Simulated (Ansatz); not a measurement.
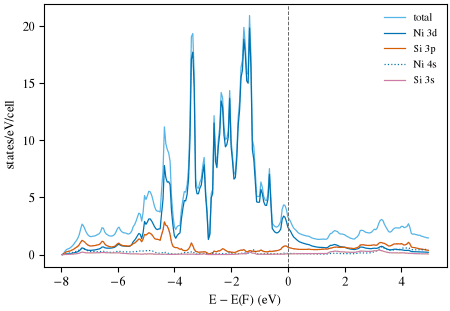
Fig. 1. Total and projected density of states of SiNi2 in space group P6_3/mmc (No. 194; Si on 2d, Ni on 2c, Ni on 2a), r²SCAN in the plane-wave PAW code Ansatz

Task: Which orbitals carry the states next to the Fermi level?

Result: Within 0.5 eV of the Fermi level: Ni 3d 73 %, Si 3p 19 %. Projections are on Löwdin-orthogonalised atomic valence shells; empty p or d shells of many metals are not among them.

Task: Where is the tallest occupied peak in this window, and what makes it?

Result: Near -1.4 eV, about 21 states/eV per cell; the largest projected share is Ni 3d.

The workflow started from a Materials Project entry (that database holds measured and hypothetical structures alike); the Crystallography Open Database files this formula in space group No. 194, but the cells were not matched. Its standing as an ambient phase is unchecked. The cell was relaxed with r²SCAN under the symmetry of its start; whether a distortion lowers the energy is not shown. The run is not spin-polarised.

Potentials: the later of the program's two PAW sets.
